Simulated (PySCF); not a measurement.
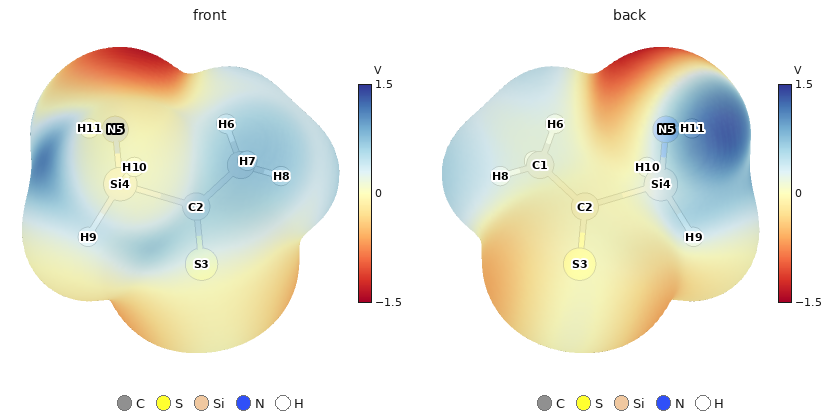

The picture shows: C$_{2}$H$_{6}$NSSi (SMILES CC(=S)[SiH2][NH]) (doublet). The electrostatic potential painted on the density surface at 0.001 e/bohr³, seen from the front and from behind; red is negative and blue positive.

Geometry: GFN2-xTB.

Method: UKS B3LYP, pcH-1 on C H N S Si, non-relativistic, mean-field spin-orbit, GIAO (PySCF 2.14.0, density-fitted response routines).

| atom | x (Å) | y (Å) | z (Å) |
| --- | --- | --- | --- |
| C | 1.4994 | 0.3932 | 0.0447 |
| C | 0.5012 | -0.5589 | -0.4481 |
| S | 0.6529 | -1.5695 | -1.6773 |
| Si | -1.2607 | -0.4384 | 0.4414 |
| N | -1.5679 | 1.0879 | -0.1018 |
| H | 1.0486 | 1.3860 | 0.0423 |
| H | 1.7335 | 0.1617 | 1.0846 |
| H | 2.4138 | 0.3875 | -0.5479 |
| H | -1.9270 | -1.6959 | 0.1074 |
| H | -0.8400 | -0.4511 | 1.8434 |
| H | -2.2483 | 1.3003 | -0.8148 |

**Where is the surface potential most negative and most positive?**

The most negative region (about −1.3 V) lies over N5, the most positive (about +1.3 V) over H11. N5 is the likeliest acceptor of a hydrogen bond.
